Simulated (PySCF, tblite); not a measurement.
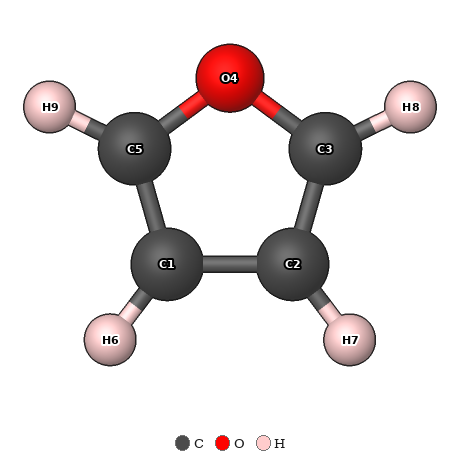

C₄H₄O (furan), SMILES c1ccoc1. Simulated ¹H spectrum at 60 MHz, line width 1.5 Hz, from GIAO shifts (PBE0/pcSseg-1, against TMS) and couplings (B3LYP/pcJ-1), PySCF, at a GFN2-xTB geometry (a minimum by its frequencies). Gas phase, values of one conformer, averaged over methyl-type rotors and exact or near symmetry; couplings among ¹H are treated exactly, other nuclei are left out.

### Give the shifts and couplings that make up the spectrum.

```csv
δ (ppm),nuclei,atoms
7.57,2,"H8, H9"
6.70,2,"H6, H7"
```


```tsv
pair	J (Hz)
H6–H7	4.1
H8–H7, H9–H6	2.1
H8–H9	1.4
```

Not listed: couplings under 0.5 Hz, those between magnetically equivalent nuclei.

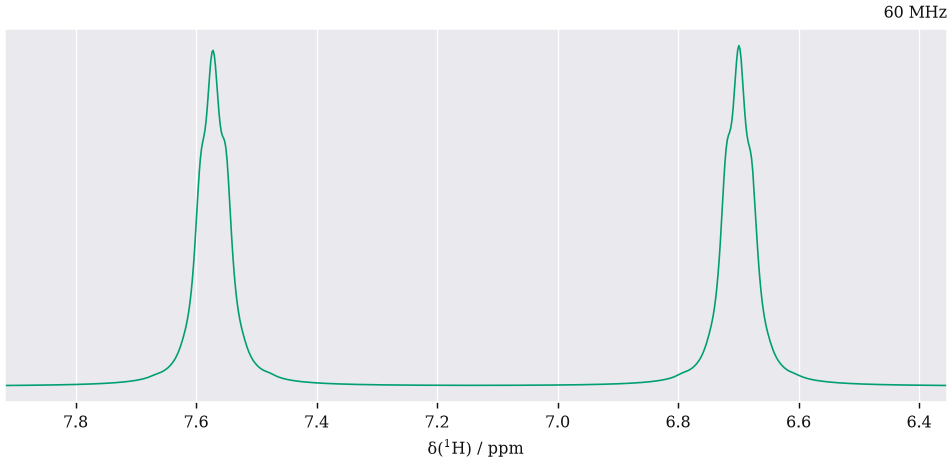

Caveats, for all or some of the runs: the tight-binding geometry is rougher than a DFT one and adds to the error.
